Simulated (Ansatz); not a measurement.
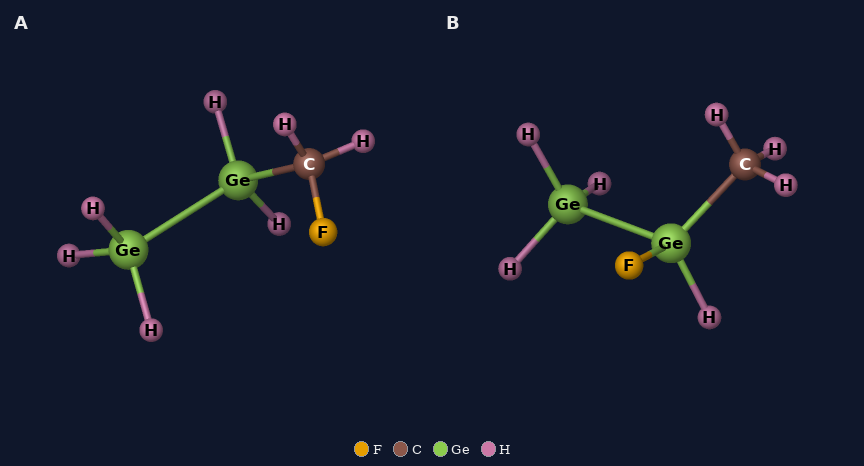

2 stationary structures of one formula. Geometries: PBE0-D4/def2-TZVP. Electronic energies: RHF-MP2 (frozen core)/def2-QZVPP (Ansatz 0.2.0), without zero-point energy. No frequency run is at hand to confirm each as a minimum. Each is one conformer, not always the lowest.

Which structure is the most stable?

Answer. B is lowest; A lies 43.9 kcal/mol above it. A is `F[CH2][GeH2][GeH3]`, B is `[CH3][Ge@@H]([F])[GeH3]`.
